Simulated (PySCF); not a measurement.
# BCl5O3Si2 (SMILES ClB1O[Si](Cl)(Cl)O[Si](Cl)(Cl)O1): what the fields show

Input

```
{"job": {"kind": "nmr", "xc": "PBE0", "basis": "pcSseg-1"}, "charge": 0, "multiplicity": 1}
Cl     2.159375    -1.555665     1.826160
Si     0.330794    -0.853291     1.316665
Cl    -1.019941    -1.247739     2.771947
O      0.404574     0.769794     1.037869
Si     0.028258     1.555802    -0.361520
Cl    -1.537906     2.802874    -0.060450
Cl     1.637168     2.579617    -1.039331
O     -0.393659     0.392542    -1.460403
B     -0.461518    -0.958023    -1.285996
Cl    -0.954768    -1.958275    -2.635570
O     -0.159922    -1.556666    -0.098607
```

Launched as:

```sh
OMP_NUM_THREADS=1 python cluster_run.py task.json out
```

Geometry: PBE0-D3(BJ)/def2-SVP.

The calculation used PySCF, PBE0/pcSseg-1, SCF density, gas phase, non-relativistic.

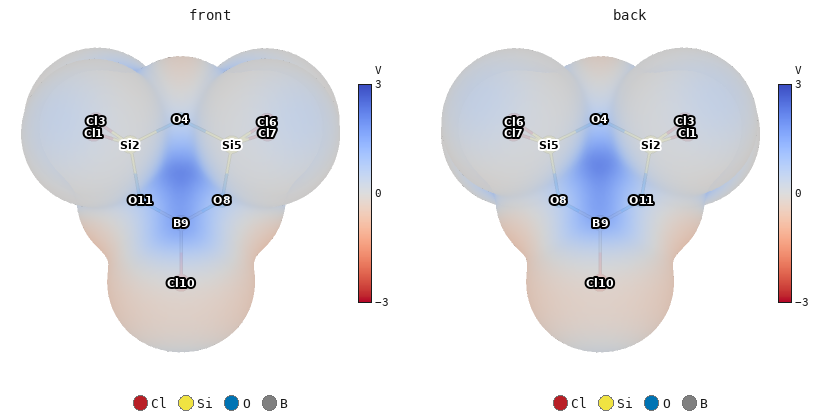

Figure 1. The molecular electrostatic potential painted on the density surface at 0.001 e/bohr³, seen from the front and from behind; the colour scale runs from red (negative) to blue (positive).

**Where is the surface potential most negative and most positive?**

The most negative region (about −0.5 V, or −12 kcal/mol for a unit charge) lies over O8 and O11, the most positive (about +2.0 V, or +46 kcal/mol for a unit charge) over Si2, Si5 and B9.

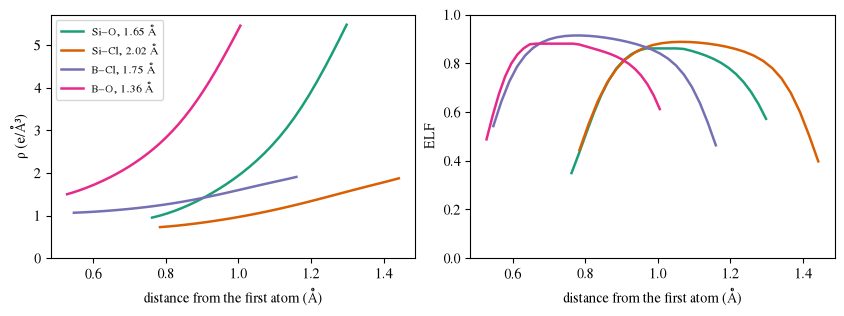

Figure 2. Electron density and electron localisation function along straight lines between neighbouring atoms. The curves leave out the atomic cores.

**What can be read from the curves?**

Si–O (1.65 Å): ρ is about 1.1 e/Å³ halfway; the ELF peaks at about 0.85 between the atoms, as expected for a shared but strongly polarised pair.
Si–Cl (2.02 Å): ρ at the midpoint is about 0.98 e/Å³; the ELF peaks at about 0.90 between the atoms; a shared but strongly polarised pair.
B–Cl (1.75 Å): the density is about 1.4 e/Å³ at the midpoint; the ELF peaks at about 0.90 between the atoms; a polar covalent bond.
B–O (1.36 Å): the density is about 2.1 e/Å³ at the midpoint; the ELF peaks at about 0.90 between the atoms (a short, strongly polar bond).
